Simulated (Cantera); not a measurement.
Charge: 1 mol SiHCl3, 78 mol N2, 0.0011 mol NH3, equilibrated at 100 Torr.

These are equilibrium values from Cantera (NASA tables, ideal gas, pure condensed phases), not measurements of a reactor. Candidate condensed phases: NH4Cl, Si, Si3N4; 28 gas species. The tables' values for SiCl3 are old estimates; treat these amounts as uncertain. Kinetics and transport are ignored.

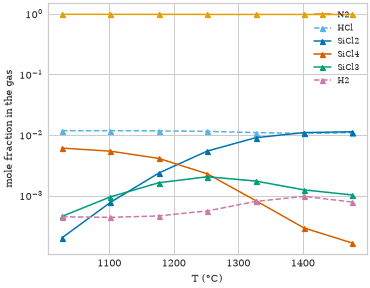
*Equilibrium gas composition (values under 1e-9 drawn at 1e-9)*

Q: Read off the mole fractions at 1252 °C.

A: N2 about 0.98, HCl about 0.011, SiCl2 about 0.0054, SiCl4 about 0.0023, SiCl3 about 0.0020, H2 about 0.00056.
